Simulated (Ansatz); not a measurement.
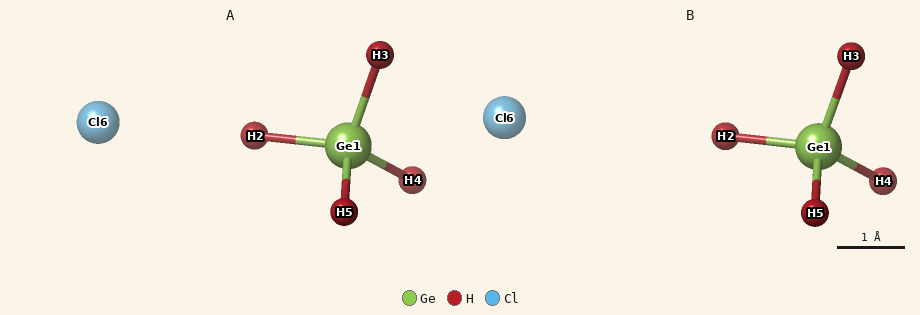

Two geometries of GeH$_{4}$Cl (multiplicity 2), drawn at one scale. One is the start of a relaxation, the other its converged end. Style: ball-and-stick. Shown at a tilt.

These are results of Ansatz, UHF/def2-SVP, not measurements. Settings: collinear spin; force threshold 0.03 eV/Å; at most 50 steps.

> Which of the two is the end point?

Structure B is the relaxed one. The run prepares an end point of a later path (reaction) calculation, from a guessed geometry. The atom that moves furthest after the best rigid fit is Cl6 (0.88 Å). Largest moves by element: Cl 0.88 Å, H 0.18 Å, Ge 0.17 Å. Some distances before and after: Ge1–H2 1.544 → 1.533 Å. After 8 geometry steps the energy has fallen by 4.26 kJ/mol. The largest force component goes from 0.31 to 0.0055 eV/Å. The forces were under the threshold at step 5, but the run went on from there. The run took 54 s on 1 thread of Arm Neoverse V1 (shared host), peak memory 0.22 GiB.

Limits of the set-up: the start holds two separate molecules, 2.6 Å apart at their closest, whose relative position is a soft coordinate and is computed without a dispersion correction; Hartree-Fock leaves out electron correlation.
